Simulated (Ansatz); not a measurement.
# SiH3Cl (chlorosilane): CCSD(T)/aug-cc-pVDZ

Aim: the vertical singlet–triplet gap of SiH3Cl (chlorosilane) at CCSD(T)/aug-cc-pVDZ, from 2 runs. 

The calculation is run with Ansatz 0.2.0.

60 further runs of the same task are left out: 2 that didn't finish, 58 set aside as unsound or not needed.

### Step 1. The system as given

The species is SiH3Cl (5 atoms), meant as a singlet with charge 0. As SMILES, `[SiH3]Cl`. Geometry: relaxed at PBE0-D4/def2-TZVP.

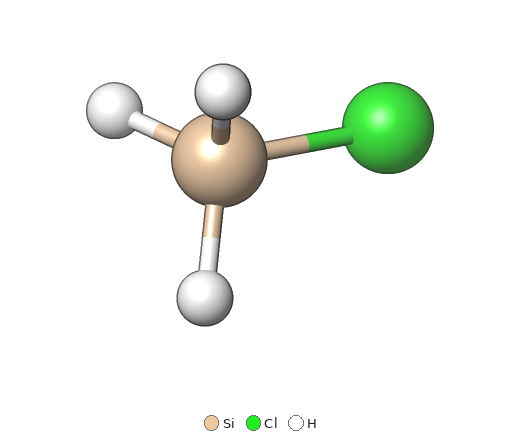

Viewed from a chosen angle; silicon light orange, chlorine green, hydrogen white.

### Step 2. A single-point energy at CCSD(T)/aug-cc-pVDZ

Contents of input.yaml:

```yaml
crystal:
  periodic: [false, false, false]
  atoms:
    - {symbol: Si, position_ang: [-0.112000, 0.018600, -0.030900]}
    - {symbol: Cl, position_ang: [1.838300, -0.513500, 0.329900]}
    - {symbol: H, position_ang: [-0.950900, -0.488300, 1.079100]}
    - {symbol: H, position_ang: [-0.534700, -0.585700, -1.314900]}
    - {symbol: H, position_ang: [-0.190800, 1.495400, -0.104700]}
basis:
  gaussian: {orbitals: aug-cc-pVDZ}
total_charge: 0
correlation: {method: ccsd_t, frozen_orbitals: {Cl: 5, H: 0, Si: 5}}
accuracy: high
scf: {omitted_lower_state_checks: [cluster_reference, increment]}
```

Launch:

```
$ ansatz run input.yaml --threads 1 --pin off --max-ram 3480MiB --events-out events.jsonl --progress --plain --runs-dir runs
```

What it wrote (excerpt; [...] marks lines left out):

```text
Warning: RAYON_NUM_THREADS=1 ignored (pool sized by the plan → 1); use --threads N
Functional definition: HF
  name "HF"
[...]
1640 factors; integrals over basis functions are off by at most 3.8e-9 eV
[...]
mean field -20414.67696113 eV, -750.2255407563 hartree, gradient 1.4e-8 eV, S^2 0.000000; 0 other end points of the search recorded, 0 dependent functions left out
10 core orbitals not correlated: weight in the atoms' cores, before any rotation towards them, 1.000 or more for the frozen orbitals, at most 0.000 for the correlated occupied ones
reference -20414.67696113 eV, -750.2255407563 hartree; 7, 7 occupied and 64, 64 virtual orbitals, 1640 factors
second order -6.97964601 eV of doubles, -0.00000000 eV of singles
cycle   1  -7.69131134 eV  change   -7.1e-1 eV  update   6.1e-2
[...]
cycle  20  -7.94345957 eV  change   6.2e-11 eV  update  6.1e-10
perturbative correction -0.19622171 eV, -0.0072110148 hartree
Total energy: -20422.81664241 eV, -750.5246685262 hartree
Checks for a lower state left out: cluster_reference, increment
```

Wall time 4.5 s (1 thread of Intel Xeon Platinum 8375C at 2.90GHz (Ice Lake), shared host); peak memory 0.42 GiB.

### Step 3. The triplet at the same level

Contents of in.yaml:

```yaml
crystal:
  periodic: [false, false, false]
  atoms:
    - {symbol: Si, position_ang: [-0.112000, 0.018600, -0.030900]}
    - {symbol: Cl, position_ang: [1.838300, -0.513500, 0.329900]}
    - {symbol: H, position_ang: [-0.950900, -0.488300, 1.079100]}
    - {symbol: H, position_ang: [-0.534700, -0.585700, -1.314900]}
    - {symbol: H, position_ang: [-0.190800, 1.495400, -0.104700]}
basis:
  gaussian:
    orbitals: aug-cc-pVDZ
magnetization:
  spin_polarized: true
  initial_magnetization: 2
correlation:
  method: ccsd_t
  frozen_orbitals: {Cl: 5, H: 0, Si: 5}
accuracy: high
scf:
  omitted_lower_state_checks: [cluster_reference, increment]
```

Launch:

```
$ ansatz run in.yaml --threads 1 --pin off --max-ram 3480MiB --events-out events.jsonl --progress --plain --runs-dir runs
```

What it wrote (excerpt; [...] marks lines left out):

```text
Warning: RAYON_NUM_THREADS=1 ignored (pool sized by the plan → 1); use --threads N
[... 2 set-up lines as earlier in the session ...]
[...]
1640 factors; integrals over basis functions are off by at most 3.8e-9 eV
[...]
mean field -20407.17894075 eV, -749.9499935900 hartree, gradient 2.9e-8 eV, S^2 2.012529; 23 other end points of the search recorded, 0 dependent functions left out
10 core orbitals not correlated: weight in the atoms' cores, before any rotation towards them, 1.000 or more for the frozen orbitals, at most 0.000 for the correlated occupied ones
reference -20407.17894075 eV, -749.9499935900 hartree; 8, 6 occupied and 63, 65 virtual orbitals, 1640 factors
second order -6.77608407 eV of doubles, -0.00000000 eV of singles
cycle   1  -7.58247628 eV  change   -8.1e-1 eV  update   8.9e-2
[...]
cycle  44  -8.02446641 eV  change  -7.0e-10 eV  update   1.4e-9
perturbative correction -0.28467001 eV, -0.0104614298 hartree
Total energy: -20415.48807718 eV, -750.2553487214 hartree
Checks for a lower state left out: cluster_reference, increment
```

Run time: 50 s. Hardware: 1 thread of Intel Xeon Platinum 8375C at 2.90GHz (Ice Lake), shared host; peak memory 0.69 GiB.

### Step 4. Summary of results

Level: CCSD(T)/aug-cc-pVDZ, 10 core orbitals frozen.

```
                                             quantity          value
                                singlet: total energy  -750.52467 Eh
singlet: correlation energy (10 core orbitals frozen)     -299.1 mEh
                              singlet: (T) correction      -7.21 mEh
                               singlet: T1 diagnostic          0.009
                                triplet: total energy  -750.25535 Eh
triplet: correlation energy (10 core orbitals frozen)     -305.4 mEh
                              triplet: (T) correction     -10.46 mEh
           triplet: ⟨S²⟩ of the reference determinant          2.013
                               triplet: T1 diagnostic          0.057
     vertical energy of the triplet above the singlet       7.329 eV
```

At this shape the triplet lies 7.33 eV (169 kcal/mol) above the singlet. The triples (singlet) make up 2.4 % of the correlation energy. The T1 diagnostic (triplet) of 0.057 is above the customary mark for such species, so a single reference may not serve. The triples (triplet) make up 3.4 % of the correlation energy.
